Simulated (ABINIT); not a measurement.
Band structure of ZrN (F-43m, 2 atoms in the cell).

```
CELL_PARAMETERS angstrom
      0.00000     2.49538     2.49538
      2.49538     0.00000     2.49538
      2.49538     2.49538     0.00000
ATOMIC_POSITIONS crystal
  Zr 0.00000 0.00000 0.00000
  N  0.75000 0.75000 0.75000
```

Method: LDA (PW92), norm-conserving pseudopotentials (PseudoDojo nc-sr-04 LDA standard) (plane waves; ABINIT).

Settings: pseudos = [Zr.upf, N.upf]; ecut = 42 Ha; occopt = 3; tsmear = 0.1 eV; ngkpt = 11 11 11; nshiftk = 1; shiftk = 0 0 0; potentials = PseudoDojo nc-sr-04 LDA standard; kptopt = 1; nstep = 80; tolvrs1 = 1e-11; ndtset = 2; getden2 = 1.

The starting cell comes from a database of computed structures (which also holds hypothetical and non-ambient phases and stackings), without a prior relaxation at this level.

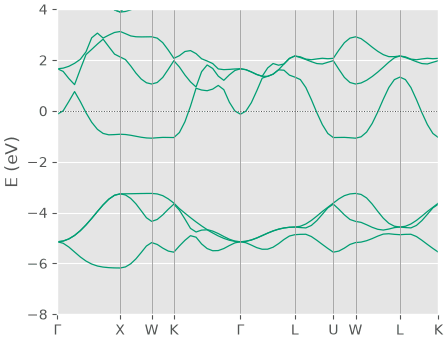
*Bands along the path, energies from the Fermi level.*

Levels in eV from the Fermi level, bands 6 to 13:
```tsv
point	6	7	8	9	10	11	12	13
Γ	-5.15	-5.15	-5.15	-0.13	1.66	1.66	5.81	5.81
X	-6.18	-3.26	-3.26	-0.92	2.12	3.12	3.89	3.89
W	-5.18	-4.35	-3.25	-1.07	1.06	2.91	4.23	5.54
K	-5.56	-3.67	-3.63	-1.05	1.97	2.07	4.82	4.87
L	-4.87	-4.57	-4.57	1.33	2.16	2.16	4.56	4.56
U	-5.56	-3.67	-3.63	-1.05	1.97	2.07	4.82	4.87
```

Bands cross the Fermi level along this path, so the cell is metallic at this level.
